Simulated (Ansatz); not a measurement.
System: BrH$_{3}$Sn···H$_{2}$S.

Input

```
crystal:
  periodic: [false, false, false]
  atoms:
    - { symbol: Sn, position_ang: [-0.9552, -0.4926, -0.2647] }
    - { symbol: Br, position_ang: [1.8375, -1.5486, 0.2495] }
    - { symbol: H, position_ang: [-0.8555, -1.5851, -1.5549] }
    - { symbol: H, position_ang: [-1.2679, -1.0231, 1.317] }
    - { symbol: H, position_ang: [-2.2281, 0.5868, -0.6796] }
    - { symbol: H, position_ang: [1.9616, 0.4225, 0.01] }
    - { symbol: S, position_ang: [0.7926, 1.7593, -0.1988] }
    - { symbol: H, position_ang: [0.715, 1.8808, 1.1214] }
basis:
  gaussian: { orbitals: def2-SVP }
hamiltonian:
  xc: b3lyp
  dispersion: d4
relax:
  f_tol: 0.15
  max_steps: 25
  restrain:
    - { distance: [0, 6], at: 3.74, k: 30.0 }
    - { distance: [5, 1], at: 2.81, k: 30.0 }
    - { distance: [0, 1], at: 2.59, k: 30.0 }
    - { distance: [5, 6], at: 1.36, k: 30.0 }
output:
  orbitals: {}
```

Run with:

```sh
ansatz run input.yaml --threads 2 --pin off --max-ram 3072MiB --backend cpu --events-out ev --progress --plain --runs-dir out
```

The fields are those of the run's last geometry, not of the input's.

Core potentials replace the inner electrons of Sn.

These are results of Ansatz 0.2.0, RKS B3LYP-D4/def2-SVP, not measurements.

### Predict the electron density and electron localisation function between the atoms.

Sn1···S7 (3.74 Å): the density falls to about 0.05 e/Å³ on the way; the ELF dips to about 0.05 between them (a weak contact between the two molecules).
Sn–H (1.72 Å): the density is about 1.1 e/Å³ at the midpoint; the ELF climbs to about 1 towards the hydrogen.

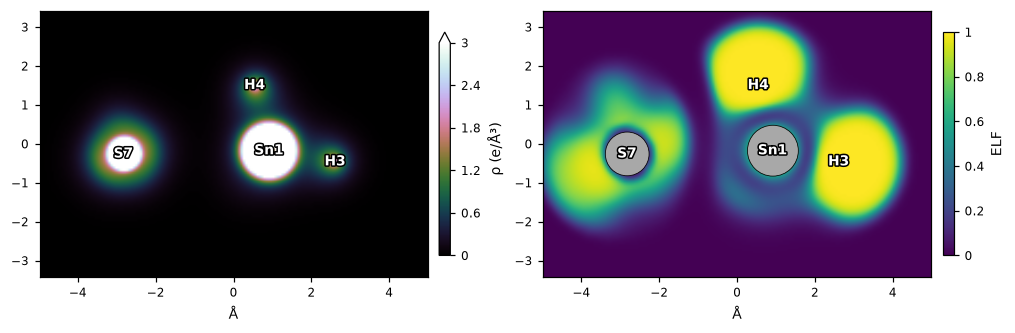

Computed electron density and electron localisation function on the plane of atoms H3, Sn1 and H4, in this order. Grey discs cover the atomic cores in the ELF map. 
